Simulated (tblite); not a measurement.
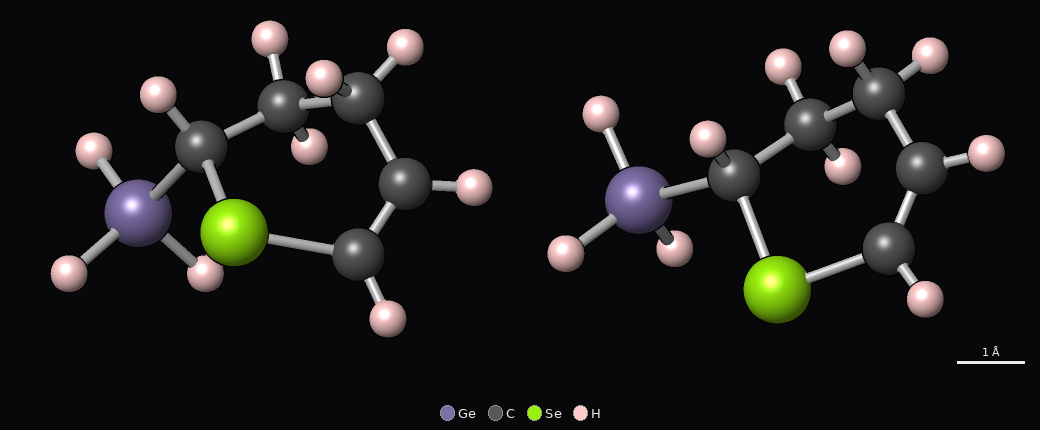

Two geometries of C5H10GeSe, drawn at one scale. One is the start of a relaxation, the other its converged end. A ball-and-stick model, seen from a free direction.

Computed with tblite 0.8.0, GFN2-xTB geometry optimisation, gas phase. 

### Which one is relaxed?

The right one is the relaxed one. The energy falls by 42.9 kJ/mol in 138 geometry steps. The Se atom moves most after the best rigid fit: 1.21 Å. By element the largest moves are Se 1.21 Å, H 1.16 Å, C 0.49 Å, Ge 0.36 Å. Some distances before and after: C–Se 2.917 → 3.350 Å, Ge–H 1.569 → 1.493 Å, Ge–H 1.546 → 1.492 Å, C–Se 1.935 → 1.892 Å. Among the angles between lasting bonds that change: C–C–Se 115.0° → 126.4°, Se–C–H 122.2° → 112.1°, C–C–C 119.0° → 126.3°. Groups turn about C–Se by about 55°, C–Se by about 40°, C–C by about 40°.
